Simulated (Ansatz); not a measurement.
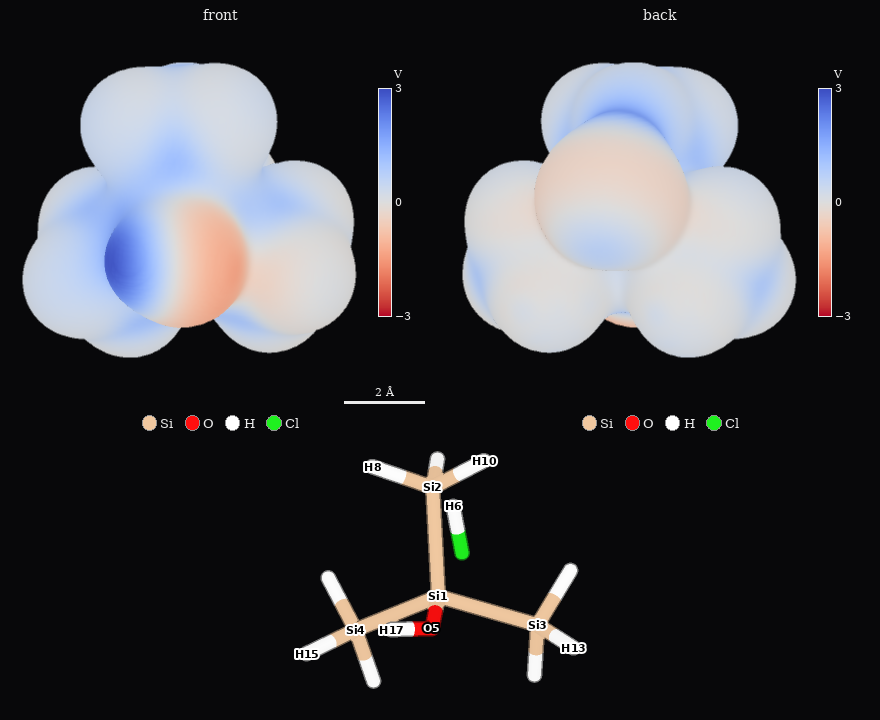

H10OSi4···HCl. The molecular electrostatic potential painted on the density surface at 0.002 e/bohr³, seen from the front and from behind; red is negative and blue positive. The bare structure is drawn below in the same view.

The reactant side of a reaction path; geometry: PBE0-D4/def2-TZVP; a saddle point, not a minimum.

The calculation used Ansatz 0.2.0, RKS PBE0-D4/def2-TZVPP.

```xyz
17

Si   -0.3725   -0.5839   -0.4069
Si    1.9420   -0.9460   -0.1828
Si   -0.7356    1.2892   -1.7791
Si   -1.2867   -0.4169    1.7588
O    -1.0866   -1.8563   -1.2163
H     1.6041    1.8132    1.1323
Cl    0.6400    2.6385    1.3318
H     2.2325   -2.1823    0.5961
H     2.5675    0.1910    0.5631
H     2.6315   -1.0406   -1.4979
H    -1.8064    2.1681   -1.2405
H     0.5139    2.0816   -1.9252
H    -1.1422    0.7915   -3.1215
H    -0.2395   -0.1804    2.7874
H    -1.9215   -1.7367    2.0523
H    -2.3287    0.6373    1.8680
H    -1.2116   -2.6671   -0.7195
```

Where is the surface potential most negative and most positive?

The most negative region (about −1.2 V, or −28 kcal/mol for a unit charge) lies over O5, the most positive (about +2.6 V, or +60 kcal/mol for a unit charge) over H17. Cl7 shows a σ-hole: about +0.6 V, or +14 kcal/mol for a unit charge at the tip opposite its bond, against about −0.3 V on its flanks. O5 is the likeliest acceptor of a hydrogen bond.
